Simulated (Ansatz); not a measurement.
# Molecular dynamics of CH$_{5}$ClFNSi$_{2}$ (part 2 of 2)

CH$_{5}$ClFNSi$_{2}$; UKS revPBE/6-31G* (Ansatz 0.2.0). The geometry comes from this level: PBE0-D4/def2-TZVP.

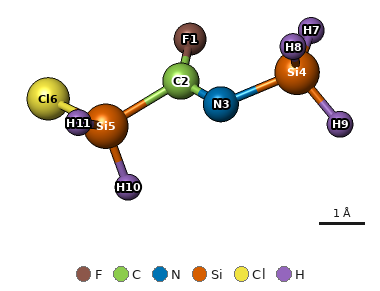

Figure 1. The geometry at step 25 of the log (ball-and-stick view, seen at a tilt; atoms are numbered from 1 in the order of the input).

```
Total energy: -33595.06378438 eV, -1234.5958225237 hartree
Atom 0 at    -1.186089     1.269713     0.186468 Å, force    -0.641387     1.271907     0.142148 eV/Å
Atom 1 at    -0.100323     0.558484    -0.154597 Å, force     0.025078    -1.935523     0.389242 eV/Å
Atom 2 at     0.107922    -0.578079     0.389319 Å, force     1.142015     1.605215    -1.705114 eV/Å
Atom 3 at    -0.547406    -1.328531     1.759262 Å, force    -1.294039    -0.196434     2.797161 eV/Å
Atom 4 at     0.852689     0.959992    -1.738493 Å, force     0.209716     0.683711    -1.069449 eV/Å
Atom 5 at     0.277627     2.825360    -2.581785 Å, force     0.136978    -0.458100     0.336117 eV/Å
Atom 6 at    -1.468612    -0.501735     2.781535 Å, force     0.826805    -0.440888    -0.947532 eV/Å
Atom 7 at    -1.436673    -2.452991     1.366076 Å, force     0.071593    -0.296637    -0.226338 eV/Å
Atom 8 at     0.657062    -1.773433     2.546029 Å, force    -0.182750    -0.141828    -0.037013 eV/Å
Atom 9 at     2.364666     0.989740    -1.646434 Å, force    -0.431902    -0.114493     0.264582 eV/Å
Atom 10 at     0.377771    -0.090790    -2.697016 Å, force     0.137892     0.023070     0.056196 eV/Å
Dipole moment:     0.148465    -0.215012     0.038669 e Å
```

## Trajectory as extended XYZ (Å, eV, eV/Å), 9 of the 51 frames kept, from step=0 to step=50
```
11
Properties=species:S:1:pos:R:3:forces:R:3 step=0 time_fs=0.0 energy=-33595.36811 temperature=500.0
F    -1.1559    1.3211    0.1317   -0.7638   0.7475   0.1875
C    -0.1553    0.4848   -0.2446    0.0390   0.8043  -0.7578
N     0.1288   -0.5532    0.3680    0.7818  -1.3779   0.3542
Si   -0.5387   -1.3069    1.7925   -0.1402  -0.0993   0.2476
Si    0.8191    0.9496   -1.8043    0.1024  -0.2860   0.0838
Cl    0.2863    2.8020   -2.4853   -0.1630   0.6692  -0.2836
H    -1.6822   -0.5778    2.3977   -0.2473   0.0948   0.1850
H    -0.9701   -2.6649    1.3837   -0.0865  -0.2797  -0.0419
H     0.5689   -1.4027    2.7730    0.1984  -0.0477   0.2138
H     2.2528    0.9483   -1.4500    0.3093  -0.0131   0.0378
H     0.5119   -0.0575   -2.8420   -0.0301  -0.2120  -0.2263
11
Properties=species:S:1:pos:R:3:forces:R:3 step=6 time_fs=6.0 energy=-33595.16178 temperature=325.0
F    -1.1790    1.3417    0.1774   -0.0193  -0.1032  -0.4101
C    -0.2084    0.4513   -0.2650    0.2393   1.3237  -0.3249
N     0.1521   -0.5350    0.4032    0.7593  -0.9597  -0.7158
Si   -0.5220   -1.3116    1.7700   -1.9806   0.2281   2.2147
Si    0.8290    0.9551   -1.8227    0.5340  -0.7898   0.2369
Cl    0.2903    2.7886   -2.4859   -0.3652   1.0718  -0.3965
H    -1.7299   -0.4863    2.3806    0.8885  -0.5602  -0.3427
H    -1.1703   -2.6298    1.4304    0.4096   0.0261  -0.1896
H     0.4876   -1.4513    2.8861    0.0179  -0.0834  -0.3794
H     2.2890    1.0346   -1.4124   -0.4274  -0.1504  -0.0060
H     0.6630   -0.0152   -2.9649   -0.0561  -0.0030   0.3133
11
Properties=species:S:1:pos:R:3:forces:R:3 step=12 time_fs=12.0 energy=-33594.98407 temperature=174.5
F    -1.2030    1.3609    0.2159    0.4148  -0.6772  -0.8163
C    -0.2523    0.4507   -0.2911    1.2822  -0.5899   1.6562
N     0.1920   -0.5372    0.4187   -0.3496   1.3387  -2.6258
Si   -0.5260   -1.3151    1.7711   -0.3490  -1.1066   0.9676
Si    0.8439    0.9516   -1.8379   -0.3529  -0.6649   0.4180
Cl    0.2910    2.7853   -2.4904   -0.3954   1.0768  -0.4465
H    -1.5791   -0.5153    2.2989   -1.1800   0.9165   0.7394
H    -1.2432   -2.6046    1.4128    0.5090   0.0941  -0.1933
H     0.4328   -1.5297    2.8980    0.2806  -0.1260  -0.1990
H     2.2334    1.0748   -1.3648    0.3220  -0.1247   0.2467
H     0.7890    0.0097   -3.0038   -0.1818  -0.1368   0.2529
11
Properties=species:S:1:pos:R:3:forces:R:3 step=19 time_fs=19.0 energy=-33595.06296 temperature=242.9
F    -1.2217    1.3678    0.2426    0.5686  -0.9571  -0.7940
C    -0.2616    0.4432   -0.2752    0.6918   1.6651  -0.4130
N     0.2288   -0.5127    0.3708   -0.5888  -1.3062   0.5622
Si   -0.5417   -1.3264    1.7898   -0.6573   1.4273   0.4419
Si    0.8577    0.9387   -1.8469   -0.1385  -0.0590   1.3620
Cl    0.2872    2.7942   -2.5011   -0.1752   0.5639  -0.4020
H    -1.6483   -0.3654    2.3913    0.8140  -0.9221  -0.2749
H    -1.1570   -2.5814    1.2984   -0.1062  -0.2269  -0.1494
H     0.4804   -1.6677    2.8317    0.0541   0.0837  -0.1117
H     2.2369    1.0663   -1.2364   -0.2815  -0.0967  -0.2231
H     0.8620   -0.0359   -2.9697   -0.1812  -0.1720   0.0018
11
Properties=species:S:1:pos:R:3:forces:R:3 step=25 time_fs=25.0 energy=-33595.08200 temperature=260.9
F    -1.2270    1.3556    0.2501    0.4664  -0.7363  -0.5846
C    -0.2447    0.4773   -0.2651    0.6549   0.9988  -0.5466
N     0.2438   -0.5160    0.3341   -1.0064  -0.9905   1.2106
Si   -0.5613   -1.3236    1.8100    1.3445  -0.6131  -1.5191
Si    0.8661    0.9260   -1.8381   -0.7289  -0.0136   0.8906
Cl    0.2819    2.8081   -2.5146    0.0721  -0.0083  -0.2868
H    -1.5481   -0.4500    2.4414   -0.5172   0.1838   0.4137
H    -1.0955   -2.6104    1.1618   -0.0842   0.5548   0.4343
H     0.5512   -1.7616    2.7404   -0.2673   0.2488  -0.0845
H     2.1951    1.0276   -1.1797    0.2188   0.0494  -0.2193
H     0.8561   -0.1300   -2.9285   -0.1528   0.3262   0.2917
11
Properties=species:S:1:pos:R:3:forces:R:3 step=31 time_fs=31.0 energy=-33595.11160 temperature=290.6
F    -1.2237    1.3302    0.2466    0.3722  -0.2171  -0.5151
C    -0.2084    0.5349   -0.2664    0.7828  -1.8550   1.1452
N     0.2338   -0.5392    0.3236   -1.5006   1.4937   0.0518
Si   -0.5673   -1.3241    1.8137    0.8028   0.7611  -1.2074
Si    0.8665    0.9145   -1.8174   -0.4673   1.0884   0.9774
Cl    0.2773    2.8220   -2.5310    0.2324  -0.5101  -0.1129
H    -1.5664   -0.5193    2.6047    0.0683  -0.1313  -0.1137
H    -1.0841   -2.5157    1.1369   -0.6228  -0.5360  -0.0046
H     0.5641   -1.7854    2.6388    0.2630   0.0240   0.4156
H     2.2142    1.0027   -1.1993    0.2418   0.0991  -0.2391
H     0.7955   -0.1521   -2.8240   -0.1726  -0.2169  -0.3973
11
Properties=species:S:1:pos:R:3:forces:R:3 step=38 time_fs=38.0 energy=-33595.21656 temperature=387.7
F    -1.2113    1.2960    0.2307    0.2160   0.4028  -0.3665
C    -0.1443    0.5483   -0.2328   -0.8512  -0.1583   0.3532
N     0.1811   -0.5322    0.3193    0.0461  -0.7323   1.2131
Si   -0.5614   -1.3186    1.7999   -0.0572  -0.5227  -0.3877
Si    0.8611    0.9157   -1.7812    0.2005   0.8871  -0.5703
Cl    0.2746    2.8321   -2.5514    0.2680  -0.8217   0.1362
H    -1.5715   -0.6241    2.7430    0.5088  -0.0477  -0.5905
H    -1.2714   -2.5241    1.1595    0.2795   0.4315   0.3946
H     0.6233   -1.7800    2.6357   -0.3295   0.1373  -0.2417
H     2.3000    1.0083   -1.3306   -0.2749  -0.0188  -0.2062
H     0.6585   -0.1986   -2.7971   -0.0061   0.4427   0.2656
11
Properties=species:S:1:pos:R:3:forces:R:3 step=44 time_fs=44.0 energy=-33595.14661 temperature=336.2
F    -1.1965    1.2739    0.2097   -0.2488   1.0198  -0.1035
C    -0.1095    0.5493   -0.1906   -0.9979   0.6370  -0.3960
N     0.1332   -0.5398    0.3441    0.9962  -1.6556   1.0814
Si   -0.5548   -1.3185    1.7806    0.3047  -1.0013  -0.6258
Si    0.8576    0.9300   -1.7547   -0.2486   1.3677  -0.8207
Cl    0.2751    2.8324   -2.5679    0.2123  -0.7684   0.2849
H    -1.4520   -0.6991    2.7145   -0.7652   1.1159   0.6566
H    -1.3846   -2.4563    1.2804    0.1999  -0.2365  -0.1556
H     0.6069   -1.7438    2.5884    0.3291  -0.2471   0.0731
H     2.3108    1.0105   -1.5157    0.2841  -0.0620   0.1970
H     0.5260   -0.1318   -2.7287   -0.0659  -0.1693  -0.1914
11
Properties=species:S:1:pos:R:3:forces:R:3 step=50 time_fs=50.0 energy=-33595.06373 temperature=273.7
F    -1.1861    1.2697    0.1865   -0.6414   1.2719   0.1421
C    -0.1003    0.5585   -0.1546    0.0251  -1.9355   0.3892
N     0.1079   -0.5781    0.3893    1.1420   1.6052  -1.7051
Si   -0.5474   -1.3285    1.7593   -1.2940  -0.1964   2.7972
Si    0.8527    0.9600   -1.7385    0.2097   0.6837  -1.0694
Cl    0.2776    2.8254   -2.5818    0.1370  -0.4581   0.3361
H    -1.4686   -0.5017    2.7815    0.8268  -0.4409  -0.9475
H    -1.4367   -2.4530    1.3661    0.0716  -0.2966  -0.2263
H     0.6571   -1.7734    2.5460   -0.1827  -0.1418  -0.0370
H     2.3647    0.9897   -1.6464   -0.4319  -0.1145   0.2646
H     0.3778   -0.0908   -2.6970    0.1379   0.0231   0.0562
```

The run was set up as follows.

## Input
```yaml
crystal:
  periodic: [false, false, false]
  atoms:
    - {symbol: F, position_ang: [-1.155891, 1.321115, 0.131728]}
    - {symbol: C, position_ang: [-0.155345, 0.484755, -0.244556]}
    - {symbol: N, position_ang: [0.128777, -0.553192, 0.367962]}
    - {symbol: Si, position_ang: [-0.538718, -1.306935, 1.792529]}
    - {symbol: Si, position_ang: [0.819098, 0.949564, -1.804294]}
    - {symbol: Cl, position_ang: [0.286254, 2.801985, -2.485262]}
    - {symbol: H, position_ang: [-1.682222, -0.577751, 2.397702]}
    - {symbol: H, position_ang: [-0.970070, -2.664857, 1.383691]}
    - {symbol: H, position_ang: [0.568877, -1.402651, 2.773030]}
    - {symbol: H, position_ang: [2.252831, 0.948336, -1.449967]}
    - {symbol: H, position_ang: [0.511909, -0.057468, -2.841963]}
basis:
  gaussian: {orbitals: "6-31G*"}
magnetization: {spin_polarized: true, initial_magnetization: 0}
hamiltonian: {xc: {name: revPBE}}
md: {timestep: 1 fs, n_steps: 50, ensemble: nvt_nose_hoover, temperature: 500, initial_velocities: maxwell_boltzmann, seed: 11}
```

Launch command:
```bash
ansatz run in.yaml --threads 4 --pin off --events-out ev --progress --plain --max-ram 10444MiB
```

## Results in brief

- outcome: finished
- mean temperature over the second half: 317 K
- trajectory: 50 steps, 50 fs
- ensemble: nvt_nose_hoover
- temperature in the input: 500 K
- time step: 1 fs
- potential energy (last step): −33595.0638 eV
- SCF solution under orbital rotations (last step): stable
- largest force (length of the vector) (last step): 3.088 eV/Å
- dipole moment (last step): 1.27 D
- hardware: 4 threads of Intel Xeon, 15 GiB of memory available, shared host
- wall time: 56 s (CPU time 3.5 min)
- peak memory: 0.22 GiB

So short a trajectory is not equilibrated. The temperature stays far from the 500 K of the thermostat over the second half: the run isn't equilibrated.
